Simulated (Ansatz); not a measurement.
## Electronic structure of C$_{2}$H$_{4}$AlF$_{2}$NO in real space

The calculation's input:

```
crystal:
  periodic: [false, false, false]
  atoms:
    - { symbol: "N", position_ang: [0.348, -1.6065, 2.1222] }
    - { symbol: Al, position_ang: [0.7248, -0.327, 0.7192] }
    - { symbol: C, position_ang: [0.0684, -0.1892, -1.1359] }
    - { symbol: C, position_ang: [-0.0615, 1.3, -0.8689] }
    - { symbol: F, position_ang: [0.5842, 2.0688, -1.7671] }
    - { symbol: F, position_ang: [-1.4828, 1.6201, -0.9281] }
    - { symbol: O, position_ang: [0.3725, 1.4664, 0.448] }
    - { symbol: H, position_ang: [-0.3224, -2.2411, 1.6923] }
    - { symbol: H, position_ang: [-0.2283, -1.0113, 2.8761] }
    - { symbol: H, position_ang: [-0.8309, -0.7578, -1.292] }
    - { symbol: H, position_ang: [0.8935, -0.3794, -1.8451] }
basis:
  gaussian: { orbitals: def2-SVP }
hamiltonian:
  xc: b3lyp
  dispersion: d4
relax:
  f_tol: 0.02
  max_steps: 50
output:
  orbitals: {}
```

Command:

```sh
ansatz run input.yaml --threads 2 --pin off --max-ram 3072MiB --backend cpu --events-out ev --progress --plain --runs-dir out
```

The fields are those of the run's last geometry, not of the input's.

Method: Ansatz, RKS B3LYP-D4/def2-SVP.

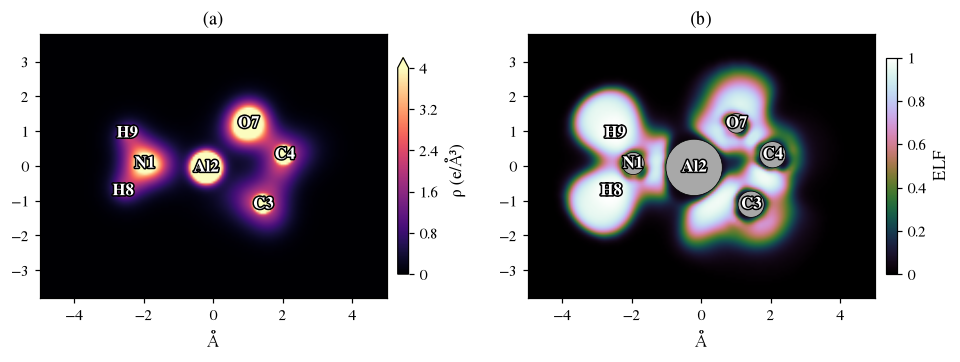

Figure 1. (a) total electron density; (b) electron localisation function on the plane of atoms Al2, N1 and H9. Grey discs cover the atomic cores in the ELF map.

What does the map show?

Answer. The section cuts through N, Al, C, O and H sites. C–O (1.38 Å): the density is about 2.3 e/Å³ at the midpoint, with its minimum of 2.1 e/Å³ about 0.5 Å from C; the ELF peaks at about 0.90 between the atoms: a shared but strongly polarised pair. C–C (1.55 Å): ρ at the midpoint is about 1.7 e/Å³; the ELF peaks at about 0.95 between the atoms: a covalent bond. Al–N (1.76 Å): the density is about 0.85 e/Å³ at the midpoint; the ELF peaks at about 0.90 in the valence shell of N, 0.7 Å from its nucleus, and is about 0.55 at the midpoint. Al–O (1.76 Å): the density is about 0.79 e/Å³ at the midpoint; the ELF peaks at about 0.90 in the valence shell of O, 0.6 Å from its nucleus, and is about 0.50 at the midpoint. C–Al (1.95 Å): ρ at the midpoint is about 0.69 e/Å³; the ELF peaks at about 0.95 in the valence shell of C, 0.7 Å from its nucleus, and is about 0.80 at the midpoint. The ELF also peaks beside O7, away from the bonds: lone-pair regions.

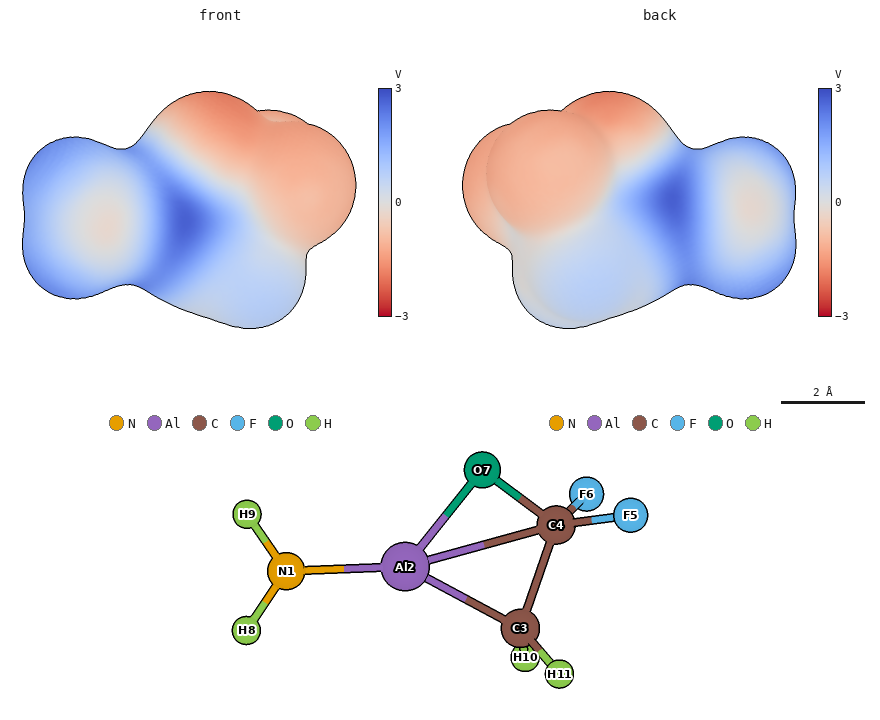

Figure 2. The electrostatic potential painted on the density surface at 0.002 e/bohr³, seen from the front and from behind; red is negative and blue positive. The bare structure is drawn below in the same view.

Where is the surface potential most negative and most positive?

Answer. The most negative region (about −1.8 V) lies over O7, the most positive (about +2.6 V) over Al2. O7 is the likeliest acceptor of a hydrogen bond.

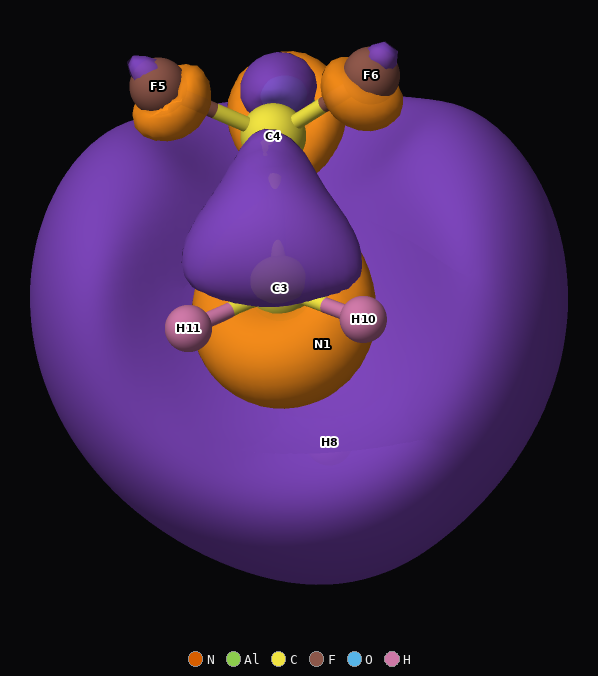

Figure 3. The LUMO at ±0.06 Å⁻³ᐟ² (orange and purple are the two phases), seen at an oblique angle.

Where does this orbital lie, and at what energy?

Answer. It lies mainly on Al2 (about 50 %), N1 (about 15 %), C3 (about 10 %), H8 (about 5 %) and H9 (about 5 %). Its energy is −0.72 eV.
